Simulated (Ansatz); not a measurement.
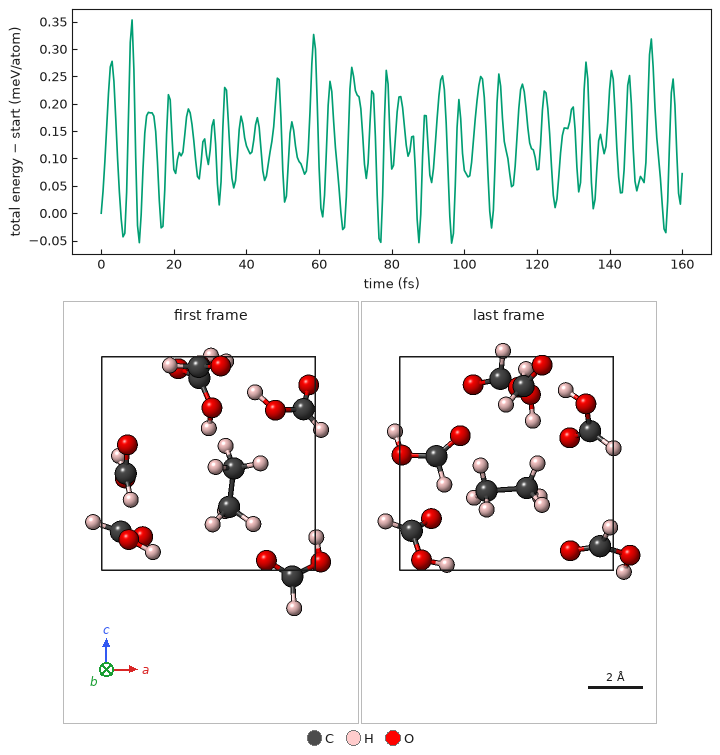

Molecular dynamics of a periodic cell with 1 C2H6 + 6 HCOOH at 0.984 g/cm³, 160 fs long. It starts from the last geometry of an earlier run, with fresh velocities. The picture is a ball-and-stick view of the simulation cell, seen along the b axis.

All numbers below come from Ansatz 0.2.0, DFT LDA, scalar-relativistic, plane waves, PAW. Run with plane-wave cutoff 420 eV; k-point mesh 1 × 1 × 1; Fermi-Dirac smearing 0.05 eV; constant energy (NVE); velocities drawn for 1000 K; time step 0.5 fs.

How well is the energy conserved, and can the run be trusted?

The total energy stays between −0.055 and 0.35 meV per atom of its start. A straight-line fit has a slope that amounts to +0.0076 meV per atom over 160 fs (under 0.1 % of the mean kinetic energy), and the ripple about it is 1.2 % of the kinetic energy's fluctuation. With a drift under 2 % and a ripple under 7 %, the integration is accurate. Over the second half the temperature averages 888 K (spread ±48 K). The potential energy in the second half lies on average 14.2 meV per atom above the first frame.

Limits of the set-up: the periodic images lie only 8.0 Å apart, so the values are limited by the cell's size.

The run took 11 min on 1 thread of Arm Neoverse V1 (shared host), peak memory 0.44 GiB.
